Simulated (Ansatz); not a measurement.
Br$_{4}$Pb$_{3}$Se (charge +1, doublet)

The calculation's input:

```
crystal:
  periodic: [false, false, false]
  atoms:
    - {symbol: Pb, position_ang: [-1.978481, 0.744494, 1.591780]}
    - {symbol: Pb, position_ang: [1.815610, 1.232694, 0.075269]}
    - {symbol: Pb, position_ang: [-0.509308, -1.468418, -1.551124]}
    - {symbol: Se, position_ang: [-0.869589, 1.370736, -1.033446]}
    - {symbol: Br, position_ang: [1.241190, 0.706916, -2.948322]}
    - {symbol: Br, position_ang: [-2.030926, -1.976814, 0.963512]}
    - {symbol: Br, position_ang: [1.788736, -1.622938, 0.138390]}
    - {symbol: Br, position_ang: [0.542779, 1.013338, 2.763941]}
basis:
  gaussian: {orbitals: def2-SVP, initial_orbitals: start.molden}
total_charge: 1
magnetization: {spin_polarized: true, initial_magnetization: 1}
hamiltonian: {xc: pbe0, dispersion: d4}
scf: {omitted_lower_state_checks: [starts]}
output: {orbitals: {seedname: orbitals}}
```

Launched as:

```sh
ansatz run in.yaml --threads 6 --pin off --events-out ev --progress --plain --max-ram 7833MiB
```

Geometry: PBE-D4/def2-SVP; core potentials replace the inner electrons of Pb.

Method: UKS PBE0-D4/def2-SVP in Ansatz 0.2.0.

Question: What will maps of the electron density, electron localisation function and spin density show?

Answer: Pb–Br (2.79 Å): the density is about 0.31 e/Å³ at the midpoint; the ELF peaks at about 0.75 in the valence shell of Br, 1.0 Å from its nucleus, and drops to about 0.20 between the two atoms.
Pb–Br (2.98 Å): ρ is about 0.22 e/Å³ halfway; the ELF peaks at about 0.80 in the valence shell of Br, 1.0 Å from its nucleus, and drops to about 0.15 between the two atoms.
The unpaired spin (1 electron) lies mostly on Br5 (about 0.4), Se4 (about 0.4) and Pb1 (about 0.2), in electrons by Hirshfeld's partition.

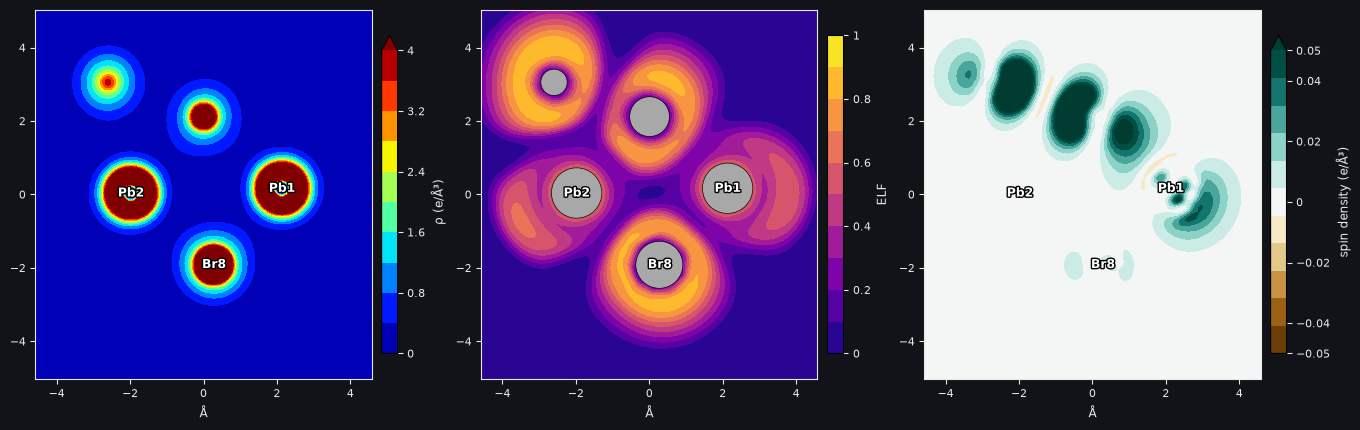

Computed electron density, electron localisation function and spin density on the plane of atoms Pb1, Br8 and Pb2, in this order. Grey discs cover the atomic cores in the ELF map. 
